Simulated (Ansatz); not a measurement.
**CH2AlGe (SMILES [CH]1=[Ge][AlH]1) (doublet): density, localisation and related maps**

Input

```
crystal:
  periodic: [false, false, false]
  atoms:
    - symbol: C
      position_ang: [-1.468970, -0.799117, 1.185280]
    - symbol: Al
      position_ang: [-2.056806, 0.989501, 1.223772]
    - symbol: Ge
      position_ang: [-0.862134, -0.449816, 2.901678]
    - symbol: H
      position_ang: [-1.496422, -1.623002, 0.461316]
    - symbol: H
      position_ang: [-2.761590, 2.226461, 0.543566]
basis:
  gaussian:
    orbitals: def2-TZVPD
magnetization:
  spin_polarized: true
  initial_magnetization: 1
hamiltonian:
  xc: pbe0
output: {forces: true, orbitals: {seedname: orbitals}}
```

Run with:

```sh
ansatz run input.yaml --threads 1 --pin off --max-ram 2610MiB --events-out events.jsonl --progress --plain --runs-dir runs
```

Geometry: B3LYP-D3(BJ)/def2-SVP.

These are results of isolated molecule in a Gaussian basis; Kohn-Sham density functional theory, functional PBE0 in Ansatz, not measurements.

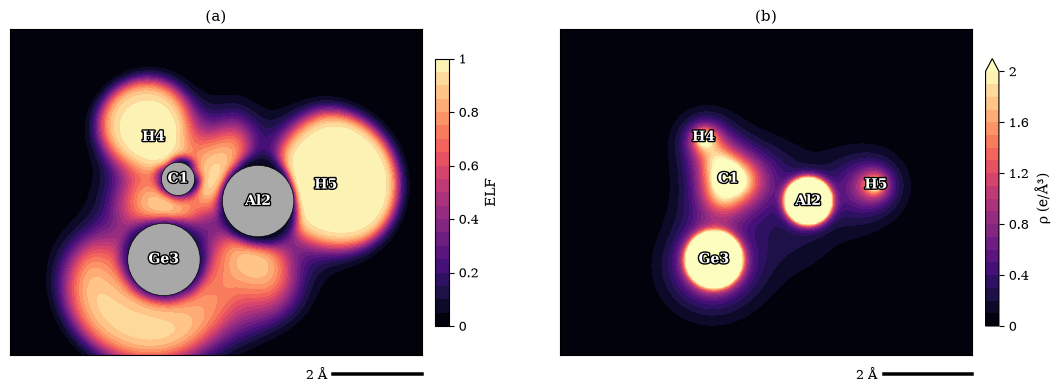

Figure 1. (a) ELF; (b) electron density on the molecular plane. Grey discs cover the atomic cores in the ELF map.

Read the bonding off the picture.

Answer. The section cuts through C, Al, Ge and H sites.
C–Ge (1.85 Å): ρ at the midpoint is about 0.95 e/Å³; the ELF peaks at about 0.85 in the valence shell of C, 0.7 Å from its nucleus, and is about 0.45 at the midpoint.
C–Al (1.88 Å): ρ at the midpoint is about 0.71 e/Å³; the ELF peaks at about 0.90 between the atoms (a polar covalent bond).
Al–Ge (2.51 Å): the density is about 0.34 e/Å³ at the midpoint; the ELF is about 0.35 at the midpoint.
C–H (1.10 Å): ρ at the midpoint is about 1.9 e/Å³; the ELF climbs to about 1 towards the hydrogen, as it does in any bond to H: an ordinary covalent bond to hydrogen.
Al–H (1.58 Å): the density is about 0.56 e/Å³ at the midpoint; the ELF climbs to about 1 towards the hydrogen.

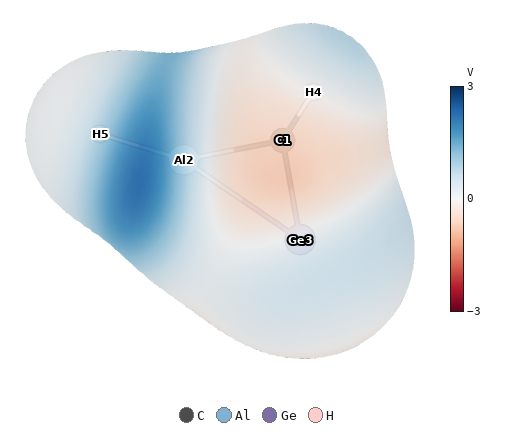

Figure 2. The electrostatic potential painted on the density surface at 0.002 e/bohr³, seen at a tilt; red is negative and blue positive.

Which sites attract a positive test charge, and which a negative one?

Answer. A positive charge is drawn to the negative regions and a negative charge to the positive ones. The most negative region (about −0.7 V, or −16 kcal/mol for a unit charge) lies over C1 and Ge3, the most positive (about +2.3 V, or +53 kcal/mol for a unit charge) over Al2.

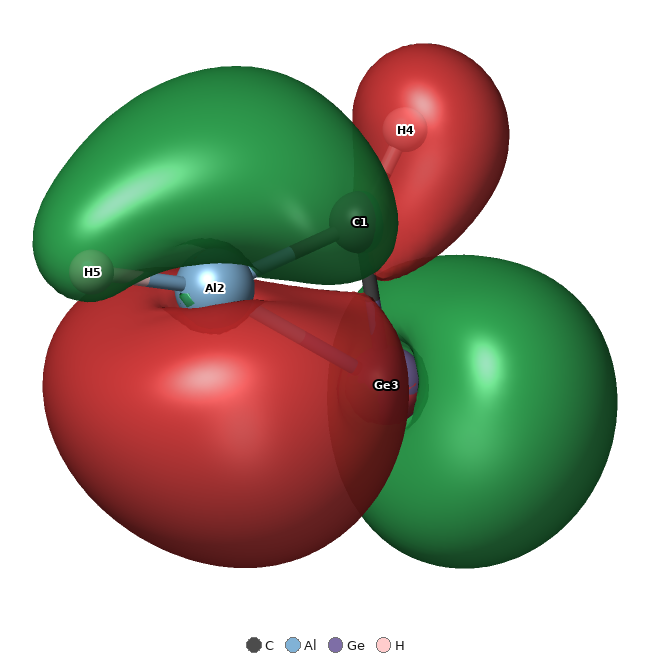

Figure 3. The LUMO (β) at ±0.05 Å⁻³ᐟ² (green and red are the two phases), seen at a tilt.

Where does this orbital lie, and at what energy?

Answer. By Hirshfeld shares it lies mainly on Ge3 (about 45 %), Al2 (about 35 %) and C1 (about 15 %); it is symmetric in the molecular plane (an in-plane orbital: σ, lone-pair or in-plane π type). Its energy is −2.92 eV.
